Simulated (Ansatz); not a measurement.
# C (Fd-3m, 2 atoms in the cell): zone-centre modes against carrier density

Aim: how far do free carriers move the optical modes of C (Fd-3m, 2 atoms in the cell)?

Calculated with Ansatz 0.2.0; DFT LDA, scalar-relativistic, plane waves, PAW; PAW set soft_1.

### Step 1. Starting point

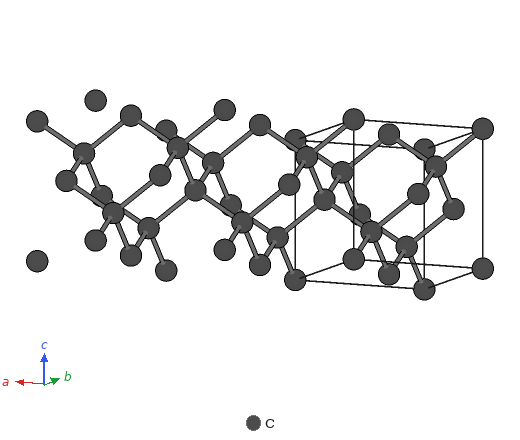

The starting structure, seen from a free direction (carbon dark grey). 3×1×1 cells are drawn. This picture shows the conventional cell, with its axes. Bonds to atoms that aren't drawn are left out. Some periodic images of atoms are drawn too.

Structure file:

```cif
data_structure
_symmetry_space_group_name_H-M 'P 1'
_symmetry_Int_Tables_number 1
_cell_length_a 2.5221
_cell_length_b 2.5221
_cell_length_c 2.5221
_cell_angle_alpha 60.000
_cell_angle_beta 60.000
_cell_angle_gamma 60.000
_cell_volume 11.34
loop_
_atom_site_label
_atom_site_type_symbol
_atom_site_fract_x
_atom_site_fract_y
_atom_site_fract_z
_atom_site_occupancy
C1 C 0.50000 0.50000 0.50000 1
C2 C 0.75000 0.75000 0.75000 1
```

### Step 2. A rough relaxation first

The start is far from rest, so a relaxation with loose tolerances brings it close first.

The input, input.yaml:

```yaml
crystal:
  lattice:
    - [0.0, 1.78337, 1.78337]
    - [1.78337, 0.0, 1.78337]
    - [1.78337, 1.78337, 0.0]
  atoms:
    - { symbol: C, position: [0.5, 0.5, 0.5] }
    - { symbol: C, position: [0.75, 0.75, 0.75] }
kpoints:
  mp_grid: { grid: [10, 10, 10] }
hamiltonian:
  xc: lda
  pseudopotentials: { kind: paw, azcp: { folder: soft_1 }, xc_functional: pbe }
scf:
  occupations: { method: gaussian, width: 0.1 }
output:
  forces: true
  stress: true
  eigenvalues: true
relax:
  adjacent_minimum: "off"
  f_tol: 0.05
  max_steps: 80
  cell: { stress_tol: 0.5 }
```

Command:

```console
$ ansatz run input.yaml --threads 8 --pin off --max-ram 16384MiB --backend cpu --events-out ev --progress --plain --runs-dir out
```

Numbers of over 12 decimals in the logs are rounded to 6 here.

Log:

```text
The last accepted step is kept in <dir> (removed where the run ends without a failure and the disk answers)
Engine: ansatz 0.2.0, x86_64-unknown-linux-gnu
Pseudopotentials: kind: paw
Pseudopotential: C, paw, valence charge 4, recommended cutoff 420 eV (normal), soft_1/C.paw.azcp
Functional definition: SPW92
  exchange = slater_x
  correlation = pw_c
Crystal: 2 atoms, lattice volume = 11.344 Å³
[...]
--- Relaxed structure (3 steps of the walk, 3 accepted, 1 SCFs on fresh bases) ---
  F+E_penalty+E_count = -485.99037661 eV   max|allowed force component| = 1.480e-16 eV/Å   (the final SCF, on the basis selected at the relaxed cell)
  cell:  # Å, volume = 11.0108 Å³
    - [0, 1.765749, 1.765749]
    - [1.765749, 0, 1.765749]
    - [1.765749, 1.765749, 0]
  atoms:
    - { symbol: C, position: [0.500000, 0.500000, 0.500000] }
    - { symbol: C, position: [0.750000, 0.750000, 0.750000] }
[key lines of the parts left out:]
SCF converged after 7 iterations
Free energy (F): -485.990377 eV
Fermi energy:    15.743074 eV
P = ⅓ Tr σ = -0.0150 GPa (-0.150 kbar)
```

Elapsed: 0.92 s, on 8 threads of Intel Xeon at 2.70GHz, shared host; peak memory 0.28 GiB; 2.9 s of CPU time.

Relaxation path:

| step | energy less that of the first step (eV) | largest force component (eV/Å) | pressure (GPa) | volume (Å³) |
| --- | --- | --- | --- | --- |
| 1 | 0.0000 | 0.0000 | -13.21 | 11.34 |
| 2 | -0.0128 | 0.0000 | -5.19 | 11.14 |
| 3 | -0.0155 | 0.0000 | 0.20 | 11.01 |
| 4* | -0.0141 | 0.0000 | -0.01 | 11.01 |

Relaxation steps marked * repeat the geometry before them on a plane-wave basis chosen anew for their cell, so energy and pressure can jump there.

The run keeps the 48 symmetry operations that it works with, so distortions that break them were not tested.

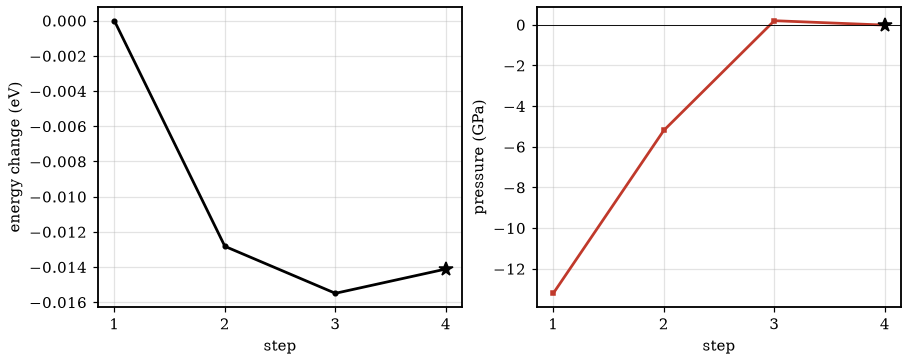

Energy and pressure along the relaxation. Stars mark steps on a basis chosen anew.

| conventional cell, symmetrised | before | after | change |
| --- | --- | --- | --- |
| a (Å) | 3.567 | 3.531 | -1.0 % |
| b (Å) | 3.567 | 3.531 | -1.0 % |
| c (Å) | 3.567 | 3.531 | -1.0 % |
| volume (Å³/atom) | 5.67 | 5.51 | -2.9 % |

The relaxed structure:

```
C
1.0
     0.00000    1.76575    1.76575
     1.76575    0.00000    1.76575
     1.76575    1.76575    0.00000
C
2
Direct
  0.50000 0.50000 0.50000
  0.75000 0.75000 0.75000
```

Numbers from this step:

```
pressure          : -0.01498 GPa
gap on the k-mesh : 4.211 eV
volume per atom   : 5.505 Å³
```

In this step the volume went from 5.67 to 5.51 Å³/atom.

### Step 3. Relaxation

Harmonic phonons are second derivatives at a point where the forces vanish, and they are wanted at zero stress, so atoms and cell are relaxed first.

input.yaml, the sections that differ from step 2:

```yaml
crystal:
  lattice:
    - [0.0, 1.7657494267, 1.7657494267]
    - [1.7657494267, 0.0, 1.7657494267]
    - [1.7657494267, 1.7657494267, 0.0]
  atoms:
    - { symbol: C, position: [0.5, 0.5, 0.5] }
    - { symbol: C, position: [0.75, 0.75, 0.75] }
kpoints:
  mp_grid: { grid: [12, 12, 12] }
scf:
  occupations: { method: gaussian, width: 0.02 }
relax:
  adjacent_minimum: "off"
  f_tol: 0.005
  max_steps: 80
  cell: { stress_tol: 0.05 }
# hamiltonian, output: as in step 2
```

Log:

```text
[...]
Crystal: 2 atoms, lattice volume = 11.011 Å³
Basis set: ecut = 420 eV, 181 PW (Γ)
Bands: 8, of which v1, the nominal top of the filled ones, is band 4 counted from 1 (3 counted from 0)
Symmetry: 48 space group operations
[...]
k-points: 72 of 1728
[...]
P = ⅓ Tr σ = -0.0214 GPa (-0.214 kbar)
--- Band table (eV; the first three rows and the last of 72) ---
[...]
--- Relaxed structure (1 steps of the walk, 1 accepted, 1 SCFs on fresh bases) ---
[...]
cell:  # Å, volume = 11.0108 Å³
    - [0.0, 1.7657494267, 1.7657494267]
    - [1.7657494267, 0.0, 1.7657494267]
    - [1.7657494267, 1.7657494267, 0.0]
  atoms:
    - { symbol: C, position: [0.5, 0.5, 0.5] }
    - { symbol: C, position: [0.75, 0.75, 0.75] }
[key lines of the parts left out:]
SCF converged after 6 iterations
Free energy (F): -485.990475 eV
Fermi energy:    15.738944 eV
```

Wall time 0.63 s (8 threads); peak memory 0.29 GiB.

Little changed from the start: no atom moved by 0.005 Å and no cell edge by 0.1 %.

Numbers from this step:

| Property | Result |
| --- | --- |
| pressure | -0.02143 GPa |
| gap on the k-mesh | 4.202 eV |

In this step the volume went from 5.51 to 5.51 Å³/atom.

### Step 4. Tight relaxation

Phonons need small forces and stress, so the relaxation is finished with tight tolerances on 12×12×12 k points.

input.yaml, as its differences from that of step 3:

```diff
@@ -14,3 +14,3 @@
 scf:
-  occupations: { method: gaussian, width: 0.02 }
+  occupations: { method: fixed }
 output:
@@ -21,4 +21,4 @@
   adjacent_minimum: "off"
-  f_tol: 0.005
-  max_steps: 80
-  cell: { stress_tol: 0.05 }
+  f_tol: 0.001
+  max_steps: 60
+  cell: { stress_tol: 0.01 }
```

Log:

```text
[...]
Crystal: 2 atoms, lattice volume = 11.011 Å³
Basis set: ecut = 420 eV, 181 PW (Γ)
Bands: 8, of which v1, the nominal top of the filled ones, is band 4 counted from 1 (3 counted from 0)
Symmetry: 48 space group operations
[...]
k-points: 72 of 1728
[...]
P = ⅓ Tr σ = -0.0086 GPa (-0.086 kbar)
--- Band table (eV; the first three rows and the last of 72) ---
[...]
--- Relaxed structure (2 steps of the walk, 2 accepted, 1 SCFs on fresh bases) ---
[...]
cell:  # Å, volume = 11.0105 Å³
    - [0, 1.765733, 1.765733]
    - [1.765733, 0, 1.765733]
    - [1.765733, 1.765733, 0.0]
  atoms:
    - { symbol: C, position: [0.5, 0.5, 0.5] }
    - { symbol: C, position: [0.75, 0.75, 0.75] }
[key lines of the parts left out:]
SCF converged after 4 iterations
Free energy (F): -485.990476 eV
Fermi energy:    13.638634 eV
```

The job ended after 0.65 s (8 threads; peak memory 0.28 GiB).

Little changed from the start: no atom moved by 0.005 Å and no cell edge by 0.1 %.

This step gave:

```
pressure : -0.008565 GPa
```

The forces vanish by symmetry and the pressure is -0.009 GPa, within the tolerances set. The cell now holds 5.51 Å³/atom.

### Step 5. Ground state of a member: no carriers

The cell of the neutral crystal is kept with no carriers. The bands are sampled on 42×42×42 points with Fermi-Dirac filling of 0.03 eV.

input.yaml, the sections that differ from step 4:

```yaml
crystal:
  lattice:
    - [0.0, 1.7657332854, 1.7657332854]
    - [1.7657332854, 0.0, 1.7657332854]
    - [1.7657332854, 1.7657332854, 0.0]
  atoms:
    - { symbol: C, position: [0.5, 0.5, 0.5] }
    - { symbol: C, position: [0.75, 0.75, 0.75] }
kpoints:
  mp_grid: { grid: [42, 42, 42] }
scf:
  occupations: { method: fermi_dirac, width: 0.03 }
# hamiltonian, output: as in step 4
# relax: removed
```

Log:

```text
[...]
Crystal: 2 atoms, lattice volume = 11.010 Å³
Basis set: ecut = 420 eV, 181 PW (Γ)
Bands: 8, of which v1, the nominal top of the filled ones, is band 4 counted from 1 (3 counted from 0)
Symmetry: 48 space group operations
[...]
k-points: 1903 of 74088
[...]
SCF iter   1: F=—  HF=-486.720029 eV  |F-HF|=—  |Δ(HF+E_count)|=         —  Δρ=1.47e-1  dr2=1.68e0  ethr=3.10e-3  ⟨swp⟩=4.8  Hψ=98227  notcnv=0
[...]
SCF iter   6: F=-485.990476 eV  HF=-485.990476 eV  |F-HF|=8.53e-13  |Δ(HF+E_count)|=   5.40e-9  Δρ=2.87e-7  dr2=2.32e-12  ethr=1.25e-10  ⟨swp⟩=2.2  Hψ=50965  notcnv=0
SCF 1 converged in 6 iterations: F = -485.990476 eV  dr2 = 2.32e-12
[...]
SCF converged after 6 iterations
Free energy (F): -485.990476 eV
[...]
Internal energy: -485.990476 eV  (E = F + TS)
E sigma→0 (E₀):  -485.990476 eV
Fermi energy:    15.720087 eV
[...]
--- Stress (GPa, compression-positive) ---
       -0.008148       0.000000      -0.000000
        0.000000      -0.008148      -0.000000
        0.000000      -0.000000      -0.008148
  P = ⅓ Tr σ = -0.0081 GPa (-0.081 kbar)
--- Band table (eV; the first three rows and the last of 1903) ---
[...]
```

The job ended after 2.2 s (8 threads; peak memory 0.54 GiB).

In the SCF lines HF is the Harris–Foulkes energy and dr2 the Hartree energy of the density residual, in eV; the loop may stop once dr2 is under the threshold and the program's other checks hold. Hψ counts applications of the Hamiltonian.

The forces vanish by symmetry.

### Step 6. Zone-centre modes of the member: no carriers

The force constants come from the linear response of the density to a displacement.

The zone-centre modes follow for no carriers.

input.yaml, as its differences from that of step 5:

```diff
@@ -16,4 +16,4 @@
 output:
-  forces: true
-  stress: true
   eigenvalues: true
+phonons:
+  method: dfpt
```

Log:

```text
zone centre: on kpoints.mp_grid the ground state, and the responses unless they are solved on pairs of k-points, stand on 5214 of the mesh's 74088 k-points, reduced under 8 symmetry operations, with k and −k counted as one. Each operation leaves every solved displacement unchanged or reverses it
[...]
Crystal: 2 atoms, lattice volume = 11.010 Å³
Basis set: ecut = 420 eV, 181 PW (Γ), exchange–correlation on 40×40×40 points (8 copies of the dense FFT grid, shifted against one another)
Bands: 8, of which v1, the nominal top of the filled ones, is band 4 counted from 1 (3 counted from 0)
Symmetry: 48 space group operations
k-points: 5214 of 74088 (irreducible under 8 space group operations, time reversal used)
[...]
SCF iter   1: F=—  HF=-486.720029 eV  |F-HF|=—  |Δ(HF+E_count)|=         —  Δρ=1.47e-1  dr2=1.68e0  ethr=3.10e-3  ⟨swp⟩=4.8  Hψ=269402  notcnv=0
[...]
SCF iter   6: F=-485.990477 eV  HF=-485.990477 eV  |F-HF|=1.14e-12  |Δ(HF+E_count)|=   5.40e-9  Δρ=2.87e-7  dr2=2.31e-12  ethr=1.00e-12  ⟨swp⟩=5.1  Hψ=192923  notcnv=0
SCF 1 converged in 6 iterations: F = -485.990477 eV  dr2 = 2.31e-12
[...]
DFPT response loops at Γ: preconditioner auto → none (the input reference at scf.mixing.eps_inf says where Resta's filter doesn't serve); β = 0.50; Broyden in place of MSR1
SCF converged after 6 iterations
Free energy (F): -485.990477 eV
[...]
Internal energy: -485.990477 eV  (E = F + TS)
E sigma→0 (E₀):  -485.990477 eV
Fermi energy:    15.720087 eV
[...]
--- Band table (eV; the first three rows and the last of 5214) ---
[...]
--- Phonons (Γ-DFPT): 1 representative perturbation + reference, on 5214 of 74088 k-points (Σ response iterations 3) ---
  k mesh reduced under 8 symmetry operations, with k and −k counted as one. Each operation leaves every solved displacement unchanged or reverses it
  ASR residual: 2.054e-5 → 0.000e0 eV/Å²; symmetrization residual: 9.626e-14 eV/Å²
  ASR residual per site (eV/Å²): 2.05e-5 2.05e-5
  Γ frequencies (cm⁻¹): 0.00 0.00 0.00 1322.59 1322.59 1322.59
  non-analytic LO–TO correction: not included (Born effective charges unavailable; polar crystals: no LO–TO splitting at Γ)
```

The job ended after 22 s (8 threads; peak memory 1.7 GiB; 1.8 min of CPU time).

Numbers from this step:

```
sum-rule residual before enforcement                    : 2.05e-5 eV/Å²
point group                                             : m-3m
highest optical mode at the zone centre (no LO-TO term) : 1323 cm⁻¹
lowest optical zone-centre mode                         : 1323 cm⁻¹
```

Patterns of degenerate modes are one choice out of their space. Modes at Γ:

| mode | frequency (cm⁻¹) | symmetry |
| --- | --- | --- |
| 1 | 0.0 | acoustic |
| 2 | 0.0 | acoustic |
| 3 | 0.0 | acoustic |
| 4 | 1322.6 | T2g |
| 5 | 1322.6 | T2g |
| 6 | 1322.6 | T2g |

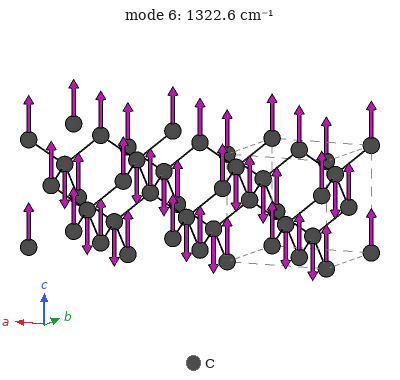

Displacement patterns of mode 6 at Γ; arrows are exaggerated. Bonds to atoms that aren't drawn are left out. 3×1×1 conventional cells are drawn. Some periodic images of atoms are drawn too.

The optical mode lies at 1322.6 cm⁻¹.

### Step 7. Ground state of a member: 15 × 10²⁰ electrons per cm³

The cell of the neutral crystal is kept with 15 × 10²⁰ electrons per cm³, balanced by a uniform background. The bands are sampled on 42×42×42 points with Fermi-Dirac filling of 0.03 eV.

input.yaml, as its differences from that of step 6:

```diff
@@ -8,2 +8,3 @@
     - { symbol: C, position: [0.75, 0.75, 0.75] }
+total_charge: -0.016516
 kpoints:
@@ -16,4 +17,4 @@
 output:
+  forces: true
+  stress: true
   eigenvalues: true
-phonons:
-  method: dfpt
```

Log:

```text
[...]
Crystal: 2 atoms, lattice volume = 11.010 Å³
Basis set: ecut = 420 eV, 181 PW (Γ)
Bands: 9, of which v1, the nominal top of the filled ones, is band 4 counted from 1 (3 counted from 0)
Symmetry: 48 space group operations
[...]
k-points: 1903 of 74088
[...]
Internal energy: -485.693544 eV  (E = F + TS)
E sigma→0 (E₀):  -485.693687 eV
Entropy (-TS):   -0.000285 eV (-0.143 meV/atom)
Fermi energy:    18.063081 eV
[...]
--- Stress (GPa, compression-positive) ---
       -0.304852       0.000000       0.000000
       -0.000000      -0.304852       0.000000
       -0.000000       0.000000      -0.304852
  P = ⅓ Tr σ = -0.3049 GPa (-3.049 kbar)
--- Band table (eV; the first three rows and the last of 1903) ---
[...]
[key lines of the parts left out:]
SCF converged after 6 iterations
Free energy (F): -485.693829 eV
```

It took 3 s on 8 threads; peak memory 0.55 GiB.

The forces vanish by symmetry.

(Part 1 of 2 ends here.)

[Logs are printed without paths, hosts, clocks, repeated set-up lines and the standing remarks that a program may print on its own settings, such as how far it seeks lower states.]

[Hosts, paths, dates, database ids (printed as entryN), source tags and the programs' standing remarks are cut or masked in the printed files.]
